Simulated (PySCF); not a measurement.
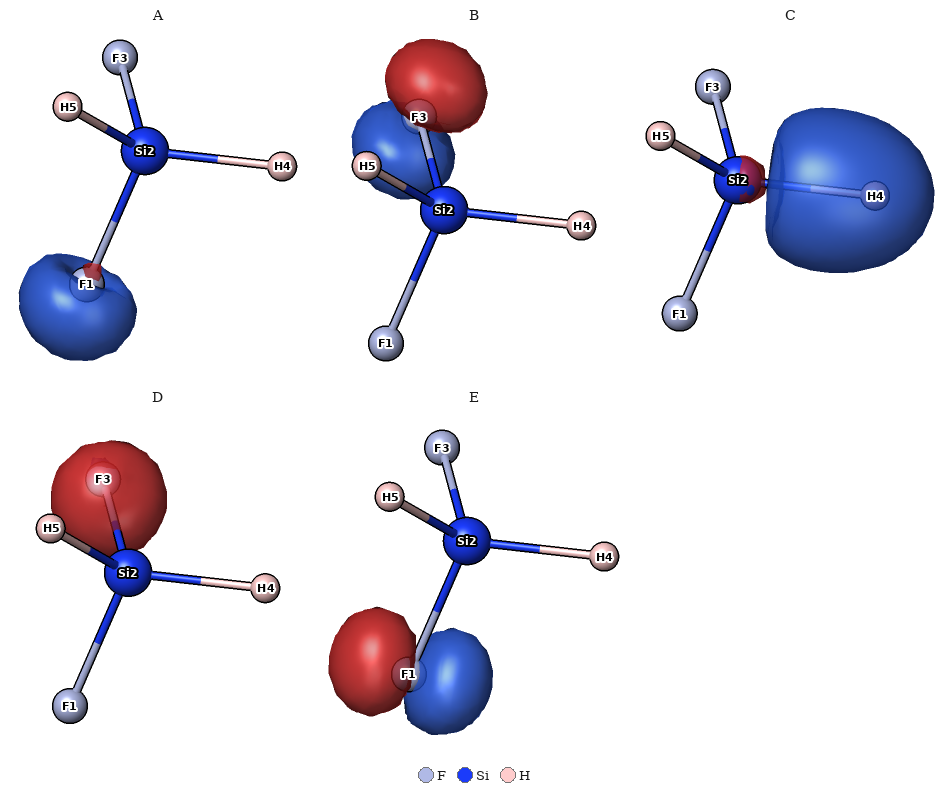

F₂H₂Si, SMILES `F[SiH2]F`. Pipek–Mezey orbitals, occupied; each surface holds about 70 % of the orbital's density. Energies are diagonal elements of the Fock matrix.

PySCF calculation, PBE0/aug-cc-pVDZ, gas phase; geometry: GFN2-xTB. No frequency check shows the geometry to be a minimum.

Identify each orbital.

Answer. By panel:
- A: lone pair on F1 (sp0.8-type) (F1 100 %; −22.2 eV)
- B: lone pair on F3 (p-type) (F3 96 %, Si2 3 %; −12.6 eV)
- C: σ bond H4–Si2 (H4 54 %, Si2 46 %; −12.7 eV)
- D: pair mostly on F3, shared in part with Si2 (F3 82 %, Si2 17 %; −25.8 eV)
- E: lone pair on F1 (p-type) (F1 97 %; −12.5 eV)
